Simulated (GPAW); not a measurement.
Band structure of CuZn (Pm-3m, 2 atoms in the cell).

```yaml
crystal:
  lattice:
    - [2.95000, 0.00000, 0.00000]
    - [0.00000, 2.95000, 0.00000]
    - [0.00000, 0.00000, 2.95000]
  atoms:
    - { symbol: Zn, position: [0.50000, 0.50000, 0.50000] }
    - { symbol: Cu, position: [0.00000, 0.00000, 0.00000] }
```

Method: PBE, GPAW PAW datasets PBE (gpaw-data 1.0.1) (plane waves; GPAW 25.7.0).

Settings: mode = pw; ecut = 800 eV; xc = PBE; kpts = 15 15 15; mesh shift (steps) = 0 0 0; occupations.name = methfessel-paxton; occupations.width = 0.272 eV; occupations.order = 0; nbands = -6; convergence.density = 1e-05 e/electron; convergence.energy = 1e-05 eV/electron; symmetry.symmorphic = false; symmetry.tolerance = 0.0005; maxiter = 100.

The starting cell has typed, rounded lattice constants, without a prior relaxation at this level. Spin polarisation is off.

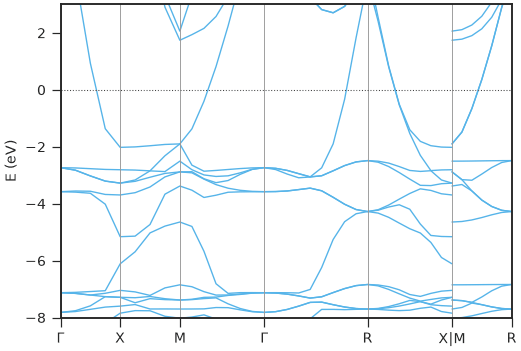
Bands along the path, energies from the Fermi level.

Levels in eV from the Fermi level, bands 8 to 15:
| point | 8 | 9 | 10 | 11 | 12 | 13 | 14 | 15 |
|---|---|---|---|---|---|---|---|---|
| Γ | -3.58 | -2.73 | -2.73 | -2.73 | 6.19 | 6.19 | 6.19 | 11.17 |
| X | -3.69 | -3.28 | -3.28 | -2.81 | -2.02 | 11.65 | 11.65 | 12.25 |
| M | -2.88 | -2.88 | -2.51 | -1.90 | -1.90 | 1.74 | 2.06 | 13.90 |
| R | -4.28 | -2.49 | -2.49 | 3.83 | 4.29 | 4.29 | 4.29 | 4.49 |

Bands cross the Fermi level along this path, so the cell is metallic at this level.
